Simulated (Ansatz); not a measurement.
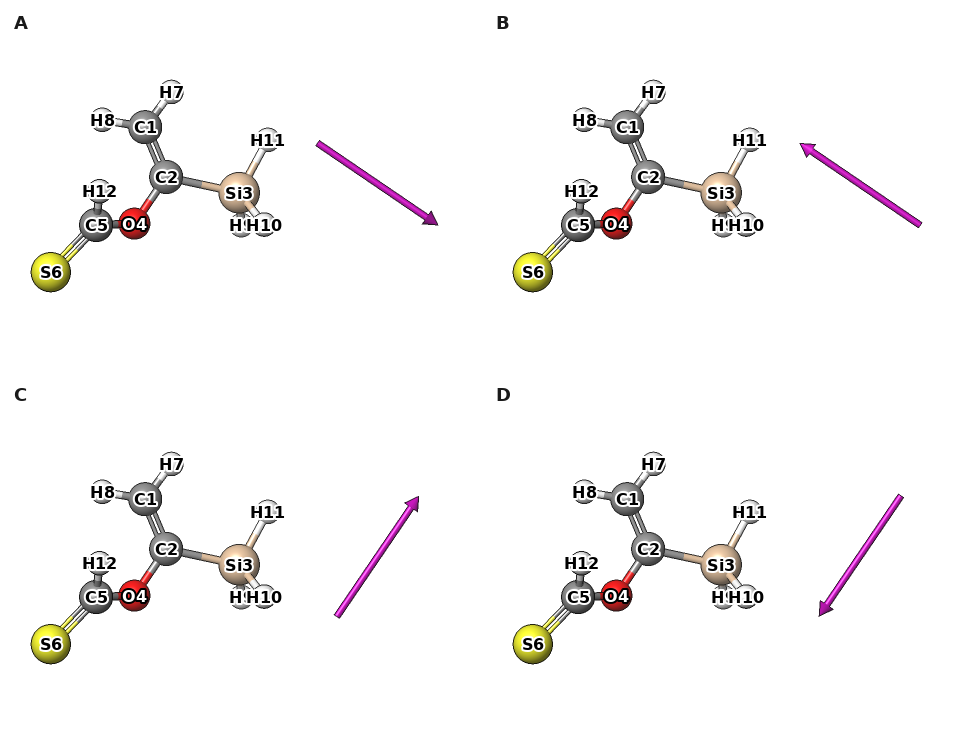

The same molecule four times, each with an arrow. The geometry was computed by an optimisation with PBE0-D4/def2-TZVP. No frequency run is at hand to confirm it as a minimum. Properties computed with RKS ωB97M-V/def2-TZVPP (Ansatz 0.2.0).

### Which arrow points along the dipole moment, from the negative to the positive end?

C. The dipole moment is 3.43 D; it points from the side of S6 to the side of H11 (the outermost atoms at the two ends).
